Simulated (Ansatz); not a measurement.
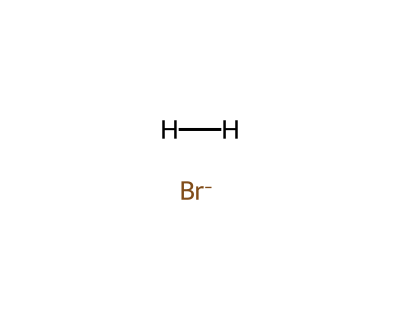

Structural formula above. Charge −1, singlet. The geometry was computed by an optimisation with PBE-D4/def2-SVPD. No frequency run is at hand to confirm it as a minimum.

What does the molecule look like in three dimensions?

Formula H₂Br⁻. As SMILES it reads `[Br-].[H][H]`. Judged by distances it falls into 2 fragments: Br, H2. This geometry has C∞v symmetry. All atoms lie on one line.

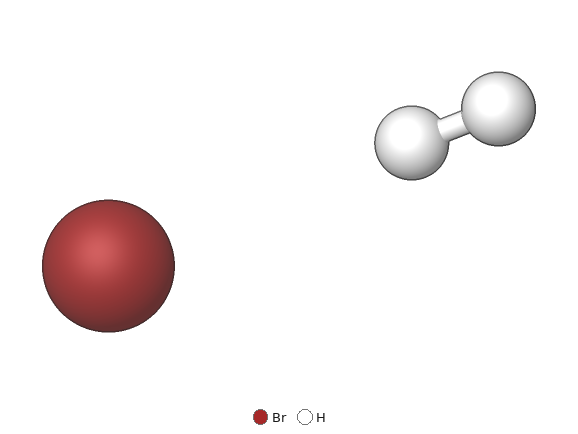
